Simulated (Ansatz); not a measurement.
# S5 ([S5]2-): the cost of one run

Method: the settings change from run to run; program: Ansatz 0.2.0, Gaussian basis.

**1. The relaxed structure**

An earlier PBE-D4/def2-SVPD relaxation fixed the geometry.

5 atoms, charge -2, spin multiplicity 1.

Atoms are counted from 1 here; the program's logs count them from 0.

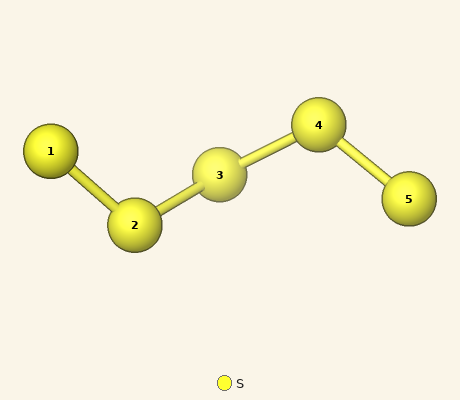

The geometry (sulfur yellow); atoms are numbered from 1 in the order of the file.

**2. r2SCAN/def2-TZVPD**

Options: multiplicity 3, coordinates scaled by 1.25.

in.yaml

```yaml
crystal:
  periodic: [false, false, false]
  atoms:
    - {symbol: S, position_ang: [1.453327, -2.493596, 2.882894]}
    - {symbol: S, position_ang: [0.725403, -2.182215, 0.394295]}
    - {symbol: S, position_ang: [-1.277953, -0.398762, 0.007058]}
    - {symbol: S, position_ang: [-0.648276, 2.205322, -0.394837]}
    - {symbol: S, position_ang: [-0.252500, 2.869250, -2.889411]}
basis:
  gaussian: {orbitals: def2-TZVPD}
total_charge: -2
magnetization: {spin_polarized: true, initial_magnetization: 2}
hamiltonian: {xc: {name: r2SCAN}}
scf: {omitted_lower_state_checks: [starts]}
```

Run with:

```sh
$ ansatz run in.yaml --threads 4 --pin off --events-out ev --progress --plain --max-ram 3916MiB
```

Q: Estimate wall time and peak memory on 4 threads of Arm Neoverse V1, shared host.

About 34 s, with a peak of 0.8 GiB.
